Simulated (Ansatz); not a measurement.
A computed series for TiSi2: pressure series

Consider TiSi2 (space group Fddd, No. 70; a = 4.8062 Å, b = 8.2647 Å, c = 8.5654 Å).

Cell and atoms are relaxed at each pressure.

Method: PBE in Ansatz (plane waves to 420 eV, PAW, without spin-orbit coupling).

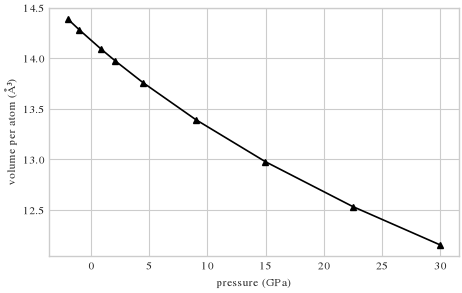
Figure. Volume against pressure

**Question.** Estimate the zero-pressure bulk modulus from the plot.

**Answer.** About 140 GPa; a third-order Birch–Murnaghan fit to the points gives V₀ = 14.18 Å³/atom, B₀ = 140 GPa and B₀′ = 4.3.

Load acts through the strain it causes; cell and atoms are relaxed under it. No phonon test of stability was made. No other phases were tried under pressure. All final runs are without spin polarisation.

Ansatz is an electronic-structure program.
